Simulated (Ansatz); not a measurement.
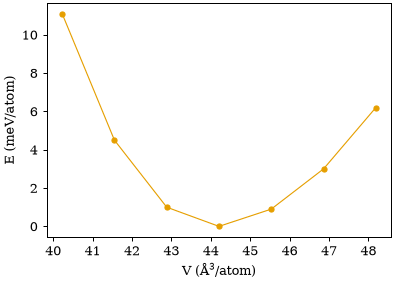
*I (molecular I2 type, Cmce) under volume change, the program Ansatz at the r²SCAN level (PAW), shape and atoms relaxed at each volume.*

Problem. What does a third-order Birch–Murnaghan fit give for V₀, B₀ and B′?

Solution. V₀ = 44.19 Å³/atom, B₀ = 7.4 GPa, B′ = 8.7.

The cell was relaxed with r²SCAN under the symmetry of its start. A crystal of weakly bound molecules computed without a dispersion correction: the cell and the soft elastic constants depend strongly on that. Scalar-relativistic: spin–orbit coupling is off unless named, which matters more the heavier the elements.

Potentials: the later of the program's two PAW sets.
